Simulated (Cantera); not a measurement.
Charge: 1 mol Fe, 0.41 mol H₂O, 160 mol H₂, equilibrated at 0.380 bar.

Cantera equilibrium calculation (NASA polynomials, part measured and part estimated; ideal gas, pure solids and liquids). Candidate condensed phases: Fe, FeO, Fe(OH)₂, Fe(OH)₃, Fe₂O₃, Fe₃O₄, H₂O; 12 gas species. Equilibrium is a limit: real reactors are often held back by kinetics, nucleation or transport.

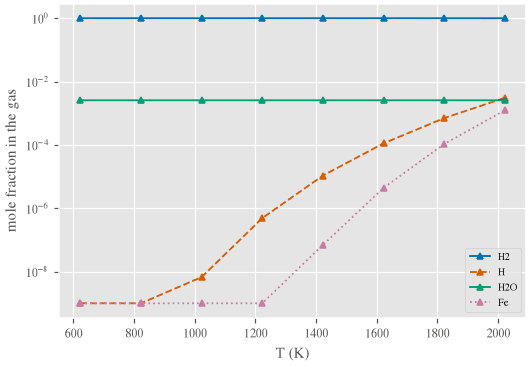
Figure: Equilibrium gas composition (values under 1e-9 drawn at 1e-9)

From 623 K to 1023 K the condensed part is Fe(α). From 1223 K to 1623 K the condensed part is Fe(γ). From 1823 K to 2023 K the condensed part is Fe(l).
